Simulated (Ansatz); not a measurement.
**AlFH3P: ladder of basis sets, by script**

Wanted for AlFH3P: a ladder of basis sets.

Computed with the Python package of Ansatz 0.2.0. The levels of theory stand in the script.

### 1 The system

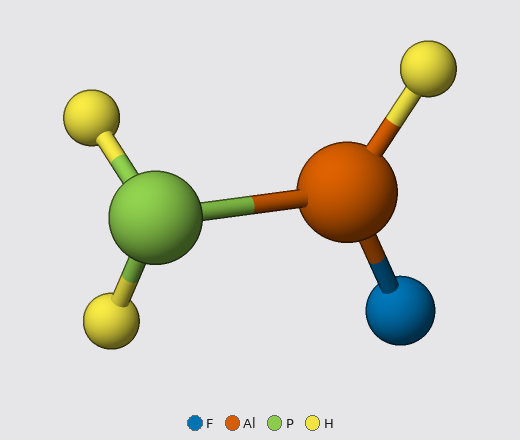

The starting structure, viewed from a chosen angle; fluorine blue, aluminium orange, phosphorus green, hydrogen yellow.

The script holds or builds the structure itself.

### 2 The script

Input file alfh3p_basis.py:

```python
"""Basis-set convergence for AlFH3P."""

import logging
import sys

import ansatz

logging.basicConfig(stream=sys.stdout, format="[%(levelname)s] %(message)s")
log = logging.getLogger("calc")
log.setLevel(logging.INFO)


def main() -> None:
    geometry_ang = [
        ("F", (-1.7889, -1.0726, 0.9272)),
        ("Al", (-0.4844, -0.8267, -0.2522)),
        ("P", (1.2594, 0.6032, 0.247)),
        ("H", (-0.4262, -1.5941, -1.6478)),
        ("H", (0.8772, 1.6081, -0.7102)),
        ("H", (0.6049, 1.2181, 1.3899)),
    ]
    molecule = ansatz.Crystal.molecule()
    for symbol, xyz in geometry_ang:
        molecule = molecule.atom(symbol, xyz)

    setup = molecule.calculation()
    setup = setup.functional("PBE0").scf(lower_state_search="off")

    energies = {}
    for basis in ["STO-3G", "6-31G", "6-31G*", "def2-SVP", "def2-SVPD", "def2-TZVP", "def2-TZVPP"]:
        r = setup.basis(gaussian=basis).run().report
        size = r["n_frozen"] + r["n_occupied"][0] + r["n_virtual"][0]
        energies[basis] = (r["reference_energy_ev"] / 27.211386246, r["free_energy_ev"] / 27.211386246)
        log.info(f"{basis:14s} {size:4d} orbitals  reference {energies[basis][0]:14.6f} Ha  total {energies[basis][1]:14.6f} Ha")

    last = energies["def2-TZVPP"][1]
    for basis, (_, total) in energies.items():
        log.info(f"{basis:14s} lies {27.211386 * (total - last):9.4f} eV above def2-TZVPP")


if __name__ == "__main__":
    main()
```

### 3 What the engine is handed

The package turns the script's settings into the engine's input (first run):

```yaml
crystal:
  periodic: [false, false, false]
  atoms:
    - { symbol: F, position_ang: [-1.7889, -1.0726, 0.9272] }
    - { symbol: Al, position_ang: [-0.4844, -0.8267, -0.2522] }
    - { symbol: P, position_ang: [1.2594, 0.6032, 0.247] }
    - { symbol: H, position_ang: [-0.4262, -1.5941, -1.6478] }
    - { symbol: H, position_ang: [0.8772, 1.6081, -0.7102] }
    - { symbol: H, position_ang: [0.6049, 1.2181, 1.3899] }
basis:
  gaussian:
    orbitals: STO-3G
hamiltonian:
  xc: pbe0
scf:
  lower_state_search: "off"
```

### 4 Running it

On the command line:

```console
$ python alfh3p_basis.py
```

The log of the run:

```text
[INFO] STO-3G           26 orbitals  reference    -676.886193 Ha  total    -676.886193 Ha
[INFO] 6-31G            41 orbitals  reference    -685.042256 Ha  total    -685.042256 Ha
[INFO] 6-31G*           59 orbitals  reference    -685.111061 Ha  total    -685.111061 Ha
[INFO] def2-SVP         65 orbitals  reference    -684.886192 Ha  total    -684.886192 Ha
[INFO] def2-SVPD        95 orbitals  reference    -684.904252 Ha  total    -684.904252 Ha
[INFO] def2-TZVP       123 orbitals  reference    -685.217203 Ha  total    -685.217203 Ha
[INFO] def2-TZVPP      157 orbitals  reference    -685.218171 Ha  total    -685.218171 Ha
[INFO] STO-3G         lies  226.7247 eV above def2-TZVPP
[INFO] 6-31G          lies    4.7869 eV above def2-TZVPP
[INFO] 6-31G*         lies    2.9146 eV above def2-TZVPP
[INFO] def2-SVP       lies    9.0336 eV above def2-TZVPP
[INFO] def2-SVPD      lies    8.5422 eV above def2-TZVPP
[INFO] def2-TZVP      lies    0.0263 eV above def2-TZVPP
[INFO] def2-TZVPP     lies    0.0000 eV above def2-TZVPP
```

Wall time 10 s (1 thread of Arm Neoverse V1, shared host); peak memory 0.32 GiB.

### 5 Inputs of later runs

The engine's inputs for some of the other runs:

Run 2, against run 1:

```diff
@@ -12 +12 @@
-    orbitals: STO-3G
+    orbitals: "6-31G"
```

Run 6, against run 1:

```diff
@@ -12 +12 @@
-    orbitals: STO-3G
+    orbitals: def2-TZVP
```

Run 7, against run 1:

```diff
@@ -12 +12 @@
-    orbitals: STO-3G
+    orbitals: def2-TZVPP
```

### 6 What each run gave

From the records of these 7 runs:

| run | basis | energy (eV) | SCF cycles | CPU time (s) |
| --- | --- | --- | --- | --- |
| 1 | STO-3G | -18419.0116 | 15 | 0.4 |
| 2 | 6-31G | -18640.9494 | 16 | 0.72 |
| 3 | 6-31G* | -18642.8217 | 19 | 1 |
| 4 | def2-SVP | -18636.7027 | 18 | 0.99 |
| 5 | def2-SVPD | -18637.1941 | 17 | 1.4 |
| 6 | def2-TZVP | -18645.7100 | 18 | 2 |
| 7 | def2-TZVPP | -18645.7363 | 18 | 2.7 |

### 7 What came out

| quantity | value |
| --- | --- |
| runs compared | 7 |
| change of the total from set to set | -221.938, -1.872, +6.119, -0.491, -8.516, -0.026 eV |

In words: Against STO-3G: 6-31G -8156.1 mHa, 6-31G* -8224.9 mHa, def2-SVP -8000.0 mHa, def2-SVPD -8018.1 mHa, def2-TZVP -8331.0 mHa and def2-TZVPP -8332.0 mHa. The last step alone is -0.97 mHa (these two sets differ little on atoms other than hydrogen). What to keep in mind:
- The geometry is a force-field or estimated start, not a minimum of this method, and the last set is no limit. Much of the fall in a total is atomic energy, which cancels in bond and reaction energies.
- Totals across families of basis sets mostly measure their core functions.
